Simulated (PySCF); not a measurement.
Species, as SMILES: [OH][Al]([F])[F].
Geometry (B3LYP-D3(BJ)/def2-TZVP, fixed):
```xyz
5

Al    -0.0065     0.0132    -0.0079
F     -1.3902    -0.8427    -0.2376
F      0.0720     1.5441    -0.5861
O      1.3237    -0.6222     0.7943
H      1.3595    -1.5063     1.1617
```
Charge 0, spin multiplicity 1.

Basis-set convergence of the mean static polarisability at PBE with PySCF. All functions are spherical. Density fitting with generated auxiliary sets. Species with rotatable bonds are taken in one conformer. No added dispersion term, no relativity. Reference: the value in aug-pcseg-2, 28.18 bohr³, itself unsure by roughly 0.1 % (its distance from aug-cc-pV(T+d)Z). Deviations are taken from unrounded values. Cost is core time over that of def2-SVP, rough, on shared machines of one kind.

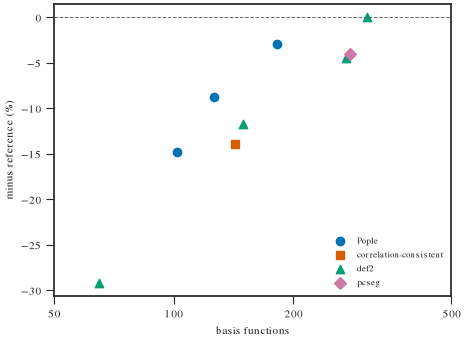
Figure. Deviation from the reference against the number of basis functions, by family of sets.

```
basis              functions  mean static polarisability (bohr³)  minus reference (%)  cost
-----------------  ---------  ----------------------------------  -------------------  ----
def2-SVP                  65                               19.97                -29.1    1×
6-311+G**                102                               24.02                -14.8    1×
6-311++G(2d,2p)          126                               25.71                 -8.8    2×
cc-pV(T+d)Z              143                               24.27                -13.9    3×
def2-TZVPP               149                               24.89                -11.7    2×
6-311++G(3df,3pd)        182                               27.35                 -2.9    4×
def2-QZVPP               271                               26.92                 -4.5    7×
pcseg-3                  277                               27.06                 -4.0   10×
def2-QZVPPD              307                               28.20                  0.1   10×
```
